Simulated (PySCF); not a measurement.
# C6H11NO: first hyperpolarisability

What do calculations give for the first hyperpolarisability of C6H11NO (`CN[C@@H]1C=COCC1`)?

Programs: PySCF 2.14.0, with routines of our own; each step states its level. All values are computed. Atoms count from 0.

## 1. The starting structure

19 atoms, charge 0, multiplicity 1; geometry from: GFN2-xTB.

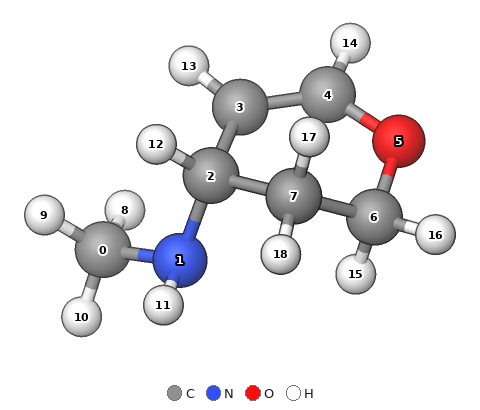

The starting geometry (carbon grey, nitrogen blue, oxygen red, hydrogen white).

## 2. Optimising the geometry at PBE0-D3(BJ)/def2-SVP

Job settings and geometry (Å):

```
{"job": {"xc": "PBE0", "basis": "def2-SVP", "d3": "d3bj", "grid": 1, "kind": "geom"}, "charge": 0, "multiplicity": 1}
C     -2.409028    -0.157209    -0.349947
N     -1.107001    -0.779371    -0.232160
C     -0.201895    -0.105577     0.696614
C      0.054139     1.318246     0.281994
C      1.157176     1.665990    -0.369808
O      2.136057     0.830337    -0.781660
C      1.837981    -0.545861    -0.633028
C      1.143475    -0.838734     0.692418
H     -2.289605     0.819569    -0.817004
H     -2.920898    -0.022373     0.615838
H     -3.033070    -0.774903    -0.993247
H     -1.219921    -1.744867     0.066245
H     -0.617680    -0.098432     1.724741
H     -0.660928     2.071897     0.564313
H      1.389091     2.690068    -0.626633
H      1.175639    -0.859625    -1.450338
H      2.794714    -1.066822    -0.713688
H      1.759303    -0.478498     1.518272
H      1.002645    -1.914585     0.799616
```

Run with:

```
$ OMP_NUM_THREADS=1 python excited_run.py task.json out
```

This one command runs all jobs of the session in turn.

Log:

```text
step   0  E = -364.52403816  max force = 0.015129
step   1  E = -364.52563605  max force = 0.002553
step   2  E = -364.52568846  max force = 0.000816
step   3  E = -364.52569791  max force = 0.001094
step   4  E = -364.52571593  max force = 0.000770
step   5  E = -364.52572341  max force = 0.000319
optimisation converged
```

It took 82 s on 1 thread of Arm Neoverse N1, shared host; peak memory 0.71 GiB.

Relaxation path:

| step | energy from step 0 (eV) | largest force component (eV/Å) |
| --- | --- | --- |
| 0 | 0.0000 | 0.7780 |
| 1 | -0.0435 | 0.1313 |
| 2 | -0.0449 | 0.0420 |
| 3 | -0.0452 | 0.0563 |
| 4 | -0.0457 | 0.0396 |
| 5 | -0.0459 | 0.0164 |

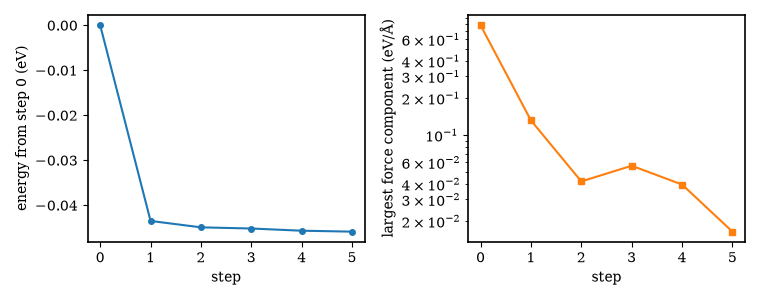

Energy and largest force along the relaxation.

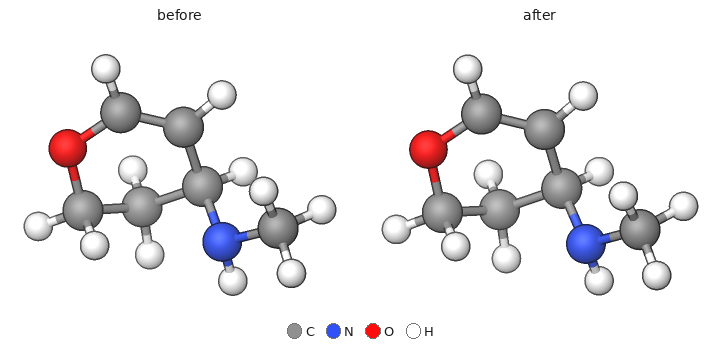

Before and after, at one scale.

Distances of close pairs at the start and the end, largest changes first:

| bond | before (Å) | after (Å) | change (Å) |
| --- | --- | --- | --- |
| C3–H13 | 1.077 | 1.091 | +0.015 |
| C3–C4 | 1.328 | 1.342 | +0.014 |
| C4–H14 | 1.081 | 1.094 | +0.013 |
| C0–H10 | 1.088 | 1.100 | +0.012 |
| C0–H8 | 1.089 | 1.101 | +0.012 |
| C7–H18 | 1.090 | 1.102 | +0.012 |
| C0–H9 | 1.101 | 1.113 | +0.011 |
| C7–H17 | 1.091 | 1.102 | +0.010 |

The next job starts from the end point, and lists it.

| at the end point | value |
| --- | --- |
| point group (found at 0.08 Å tolerance) | C1 |
| rotational constants (GHz, main isotopes) | 3.729, 1.612, 1.348 |
| dipole moment (D) | 1.68 |

## 3. First hyperpolarisability: quadratic response CAM-B3LYP/def2-SVPD

Job settings and geometry (Å):

```
{"job": {"kind": "beta", "xc": "CAM-B3LYP", "basis": "def2-SVPD", "wavelengths": [1064, 800]}, "charge": 0, "multiplicity": 1}
C     -2.476230    -0.075871    -0.113682
N     -1.196739    -0.722551     0.041610
C     -0.233565    -0.021756     0.880726
C     -0.021453     1.407138     0.457489
C      1.074607     1.785261    -0.217680
O      2.043597     0.967572    -0.656350
C      1.759536    -0.416830    -0.538963
C      1.112009    -0.742704     0.792252
H     -2.355872     0.863492    -0.674990
H     -2.990422     0.172401     0.841264
H     -3.147479    -0.721681    -0.699333
H     -1.329034    -1.659677     0.416998
H     -0.562287    -0.000333     1.944932
H     -0.731644     2.178977     0.759570
H      1.291014     2.829637    -0.459765
H      1.063510    -0.706754    -1.346141
H      2.716651    -0.937324    -0.679250
H      1.767091    -0.422635     1.618371
H      0.976840    -1.832842     0.878979
```

Method: quadratic response CAM-B3LYP/def2-SVPD first hyperpolarisability, Taylor convention, gas phase.

Log:

```text
coarse grid: 15488 points
cycle   1  E = -364.6301874133  dE =  1.290e+00  |g| = 5.491e-01  |ddm| = 7.141e+00
cycle   2  E = -364.6268883359  dE =  3.299e-03  |g| = 6.158e-01  |ddm| = 1.769e+00
cycle   3  E = -364.6950308489  dE = -6.814e-02  |g| = 8.123e-02  |ddm| = 8.014e-01
cycle   4  E = -364.6959952839  dE = -9.644e-04  |g| = 4.009e-02  |ddm| = 1.666e-01
cycle   5  E = -364.6963512045  dE = -3.559e-04  |g| = 1.089e-02  |ddm| = 8.064e-02
cycle   6  E = -364.6963777081  dE = -2.650e-05  |g| = 3.185e-03  |ddm| = 2.700e-02
cycle   7  E = -364.6963801608  dE = -2.453e-06  |g| = 3.715e-04  |ddm| = 7.319e-03
final grid: 148544 points
cycle   8  E = -364.7702564613  dE = -5.049e-05  |g| = 3.914e-03  |ddm| = 1.316e-01
cycle   9  E = -364.7702565736  dE = -1.123e-07  |g| = 4.129e-03  |ddm| = 1.739e-02
cycle  10  E = -364.7702602287  dE = -3.655e-06  |g| = 6.442e-04  |ddm| = 6.622e-03
cycle  11  E = -364.7702603006  dE = -7.183e-08  |g| = 2.884e-04  |ddm| = 1.362e-03
cycle  12  E = -364.7702603193  dE = -1.869e-08  |g| = 4.551e-05  |ddm| = 6.636e-04
cycle  13  E = -364.7702603197  dE = -4.911e-10  |g| = 1.733e-05  |ddm| = 1.309e-04
converged SCF energy = -364.7702603197

Lowest singlets (eV, f): 5.9571 0.0045  6.2639 0.0192  6.6110 0.1870

First hyperpolarisability (au)
process     nm      |vector|   parallel      HRS      DR
static         -      210.25     -91.51      79.61   7.267
shg       1064.0      246.47    -107.81      93.28   7.161
eope      1064.0      221.30     -96.47          -       -
shg        800.0      282.02     -123.9     106.74   7.053
eope       800.0      230.45    -100.58          -       -
```

It took 95 s on 1 thread of Arm Neoverse N1, shared host; peak memory 1.1 GiB.

## 4. Outcome

| quantity | value |
| --- | --- |
| point group | C1 |
| rotational constants (main isotopes) | 3.73, 1.61, 1.35 GHz |
| β vector (step 3, quadratic response CAM-B3LYP/def2-SVPD) | static 210, SHG 1064.0 nm 246, SHG 800.0 nm 282 au |

The optimisation took 5 steps and gained 0.046 eV; among the close pairs (by a distance rule), C3–H13 changed most, from 1.077 to 1.091 Å. No frequency check was run at this level, so the end point may be a saddle. β grows from 210 au (static) to 282 au for doubling at 800.0 nm: normal dispersion, which grows as twice the photon energy moves toward the bright states.
